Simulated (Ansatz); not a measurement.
A series of calculations on HfNH$_{3}$BrF$_{3}$

**1. Relaxation**

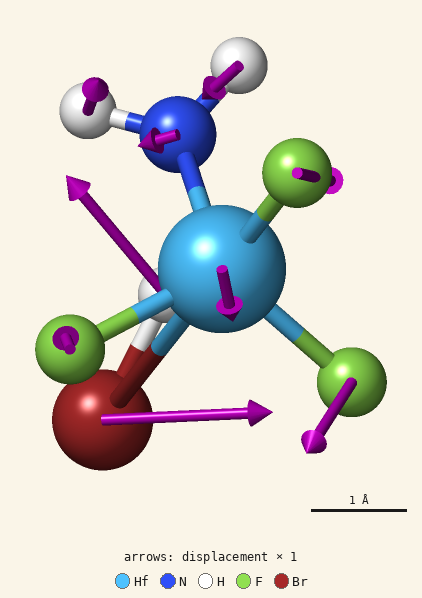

A relaxation of HfNH₃BrF₃. The starting structure is drawn; purple arrows show the displacements, at their true length. The two geometries are superimposed by the best rigid fit.

Style: ball-and-stick. Shown from a free direction.

The run prepares an end point of a later path (reaction) calculation, from a guessed geometry.

All numbers below come from RKS B3LYP-D4/def2-SVP (Ansatz).

Input
```yaml
crystal:
  periodic: [false, false, false]
  atoms:
    - { symbol: Hf, position_ang: [0.14218, -0.07172, 0.068699] }
    - { symbol: "N", position_ang: [0.066608, -0.085475, 2.221348] }
    - { symbol: H, position_ang: [-0.225457, -0.886226, 2.784887] }
    - { symbol: H, position_ang: [0.599715, 0.554322, 2.812354] }
    - { symbol: F, position_ang: [1.9919, 0.059483, -0.39447] }
    - { symbol: F, position_ang: [-0.665306, 1.531496, -0.589679] }
    - { symbol: F, position_ang: [-0.591475, -1.692858, -0.626113] }
    - { symbol: Br, position_ang: [-3.447239, 0.106714, 1.577813] }
    - { symbol: H, position_ang: [-2.105726, 0.497764, 2.142461] }
basis:
  gaussian: { orbitals: def2-SVP }
hamiltonian:
  xc: b3lyp
  dispersion: d4
relax:
  f_tol: 0.03
  max_steps: 50
```

Launched with:
```bash
ansatz run input.yaml --threads 4 --pin off --max-ram 5120MiB --backend cpu --events-out ev --progress --plain --runs-dir out
```

### Describe the change and its energy.

Br8 moves most after the best rigid fit: 1.86 Å. By element the largest moves are Br 1.86 Å, H 1.77 Å, F 1.46 Å, Hf 0.77 Å, N 0.49 Å. Some distances before and after: Br8–H9 1.507 → 3.348 Å, Hf1–Br8 3.898 → 2.554 Å, N2–H9 2.251 → 1.023 Å, Hf1–N2 2.154 → 2.440 Å. New bonds form, among them: N2–H9 (2.25 → 1.02 Å). Bonds break, among them: Br8–H9 (1.51 → 3.35 Å). Among the angles between lasting bonds that change: N2–Hf1–F6 109.6° → 176.3°, N2–Hf1–F7 110.2° → 79.5°, N2–Hf1–F5 106.1° → 79.2°. The energy falls by 203.5 kJ/mol in 29 accepted moves (31 points after the start). The largest force component goes from 1.8 to 0.018 eV/Å. The line search rejected the trial steps at points 4, 15 of the run. The forces were under the threshold at step 20, but the run went on from there.

Limits of the set-up: the start holds two separate molecules, 2.3 Å apart at their closest, whose relative position is a soft coordinate.

**2. Relaxation**

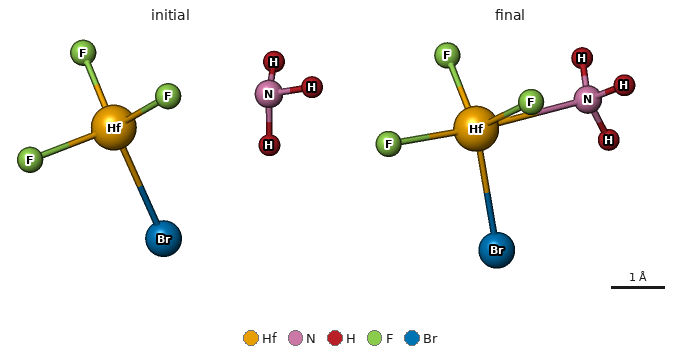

The structure of HfNH₃BrF₃ before (left) and after (right) a relaxation, at one scale.

A ball-and-stick model, seen at a tilt.

The run prepares an end point of a later path (reaction) calculation, from a guessed geometry.

Level of theory: RKS B3LYP-D4/def2-SVP in Ansatz 0.2.0. (no spin polarisation; force threshold 0.03 eV/Å; at most 50 steps)

> Summarise the run.

An H atom moves most after the best rigid fit: 0.71 Å. Largest moves by element: H 0.71 Å, F 0.56 Å, Hf 0.49 Å, N 0.46 Å, Br 0.26 Å. Among the contacts that change: H–Hf 4.037 → 2.975 Å, H–Hf 3.975 → 2.977 Å, Hf–N 3.387 → 2.452 Å, H–Hf 3.518 → 3.010 Å. New bonds form, among them: Hf–N (3.39 → 2.45 Å). Bond angles that change, for instance: F–Hf–F 103.7° → 98.5°, F–Hf–F 103.2° → 98.5°, F–Hf–F 112.7° → 117.2°. Over 8 accepted moves (9 points after the start) the energy falls by 79.6 kJ/mol. Largest force component: 1.3 eV/Å at the start, 0.024 eV/Å at the end. The line search rejected the trial step at point 5 of the run. Cost: 37 s on 4 threads of Arm Neoverse V1, on a shared host, peak memory 0.39 GiB.

Limits of the set-up: the start holds two separate molecules, 2.8 Å apart at their closest, whose relative position is a soft coordinate.

**3. Path**

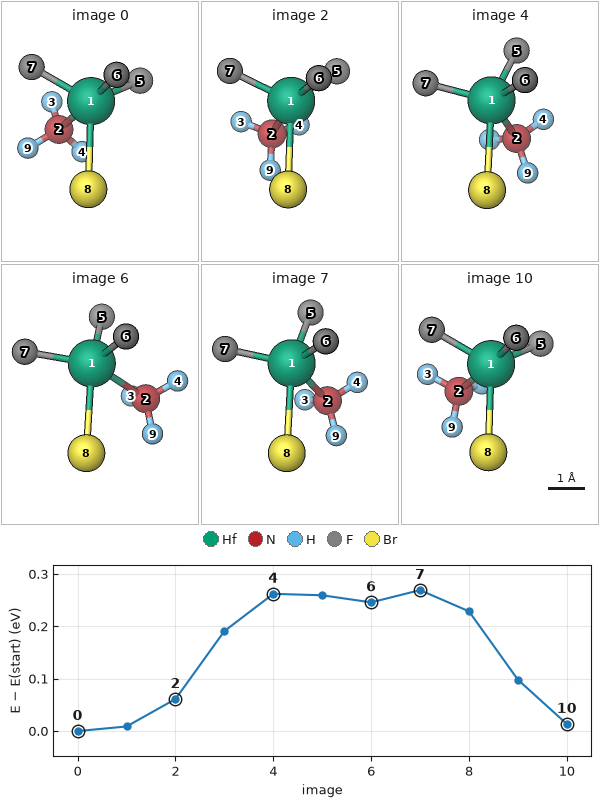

NEB run on HfNH3BrF3. Images are numbered from 0 (start) to 10 (end). A ball-and-stick model, seen from a free direction.

Computed with RKS B3LYP-D4/def2-SVP (Ansatz 0.2.0). Run with 9 movable images; climbing image; force threshold 0.05 eV/Å; iteration limit 60; starting path through a guess of the saddle point.

### Read off the barrier and say what moves.

The path has more than one stage, and so few images may leave a stage unresolved. No bond forms or breaks between the ends. Bond angles that change up to the highest image, for instance: N2–Hf1–F6 176.3° → 124.4°, N2–Hf1–F7 79.5° → 122.0°. The highest point, image 7, lies 0.269 eV above the start and 0.256 eV above the end; the end is at +0.014 eV relative to the start. The profile has 2 maxima (images 4, 7) with a dip at image 6 (+0.246 eV), so the process runs in steps. The band converged in 19 iterations. The largest component of the band force went from 73 to 0.036 eV/Å. The climbing image converged on the top of the path. Its vibrational analysis gives one imaginary mode (50i cm⁻¹), as a transition state must have.

The run took 9.3 min on 4 threads of Arm Neoverse V1, on a shared host, peak memory 0.4 GiB.
